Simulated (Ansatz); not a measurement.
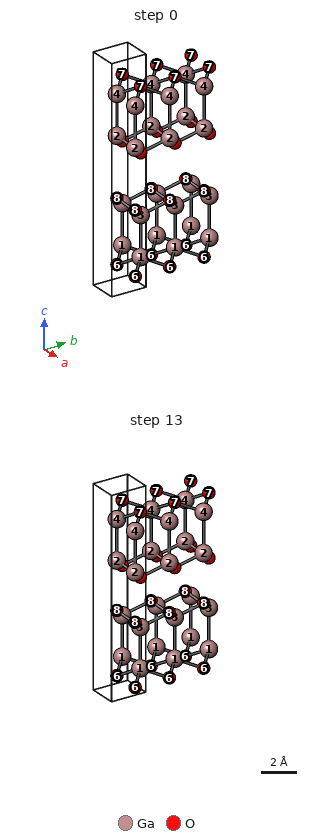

The structure of crystalline GaO (a generated structure, set up in P6_3/mmc) before (top) and after (bottom) a relaxation, at one scale.

A ball-and-stick model of the cell of the calculation, repeated 2 × 3 × 1 with one cell outlined, seen slightly off an axis.

Case: relaxed at 5 GPa.

Level of theory: DFT PBE, scalar-relativistic, plane waves, PAW (Ansatz 0.2.0). (plane-wave cutoff 420 eV; k-point mesh 12 × 12 × 2; occupations fixed; target pressure 5 GPa; no spin polarisation; cell and atoms relaxed; force threshold 0.001 eV/Å; at most 60 steps)

**Summarise the run.**

The largest moves relative to the cell, 0.19 Å, are those of O atoms. Largest moves by element: O 0.19 Å, Ga 0.13 Å. The volume changes by −12.3 %, with a = b 3.105 → 3.091 Å (−0.4 %), c 13.915 → 12.316 Å (−11.5 %). Among the contacts that change: Ga–Ga 2.505 → 2.470 Å, Ga–O 1.935 → 1.921 Å. The space group stays P6_3/mmc (No. 194). The energy rises by 18.2 meV per atom in 10 accepted moves (13 points after the start). With the target pressure of 5 GPa, the enthalpy E + pV changes by −37.3 meV per atom. Pressure: 0.00 GPa at the start and 5.00 GPa at the end. At 3 points the geometry stayed and the basis and grid were re-selected for the new cell (energy shift of 2.5 meV per atom at most each time). Cost: 3 min on 2 threads of Intel(R) Xeon(R) Processor @ 2.50GHz (Skylake/Cascade Lake) (shared host), peak memory 0.53 GiB.

Limits of the set-up: layers or molecules are held without a dispersion correction, so their spacing is unreliable.
